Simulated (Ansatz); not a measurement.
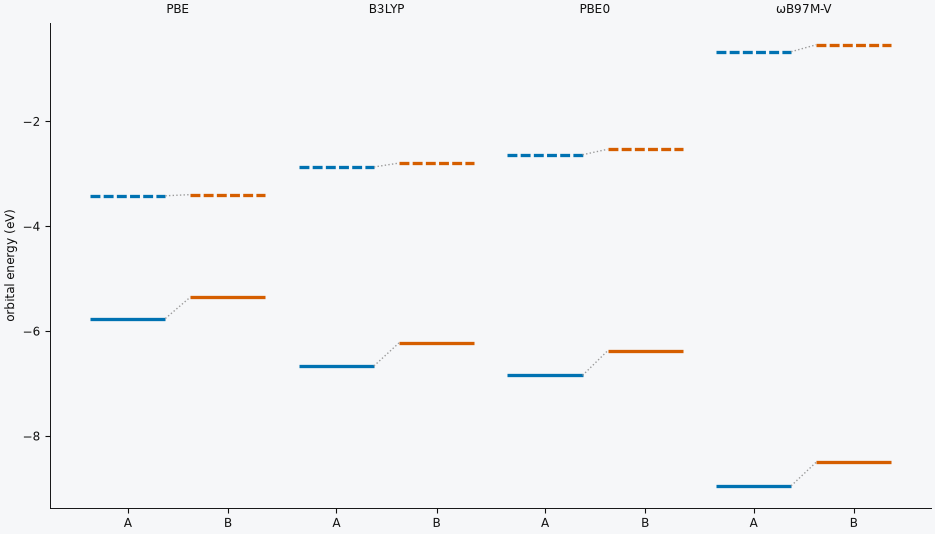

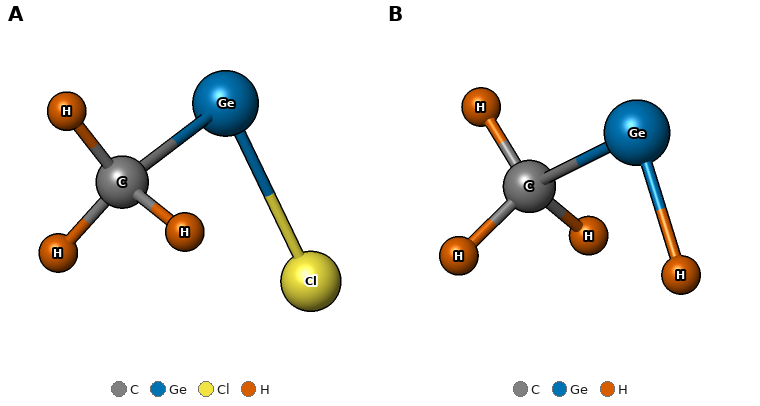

One change: A, CH₃ClGe (SMILES [CH3][Ge][Cl]), becomes B, CH₄Ge (SMILES [CH3][GeH]). Cl on Ge is replaced by H. HOMO (solid) and LUMO (dashed) computed in def2-TZVPP at PBE0-D4/def2-TZVP geometries, both minima by their frequencies, gas phase, the Ansatz code.

What does the change do to HOMO and LUMO?

PBE: the HOMO rises by 0.41 eV, the LUMO rises by 0.02 eV, and the separation goes from 2.34 to 1.95 eV. B3LYP: the HOMO rises by 0.44 eV, the LUMO rises by 0.07 eV, and the separation goes from 3.79 to 3.43 eV. PBE0: the HOMO rises by 0.47 eV, the LUMO rises by 0.10 eV, and the separation goes from 4.21 to 3.84 eV. ωB97M-V: the HOMO rises by 0.45 eV, the LUMO rises by 0.13 eV, and the separation goes from 8.28 to 7.96 eV.

Do the functionals agree on the effect?

They agree on the direction for both levels; the HOMO shift lies between 0.41 and 0.47 eV and the LUMO shift between 0.02 and 0.13 eV, while the separations themselves differ by up to 6.0 eV between functionals.
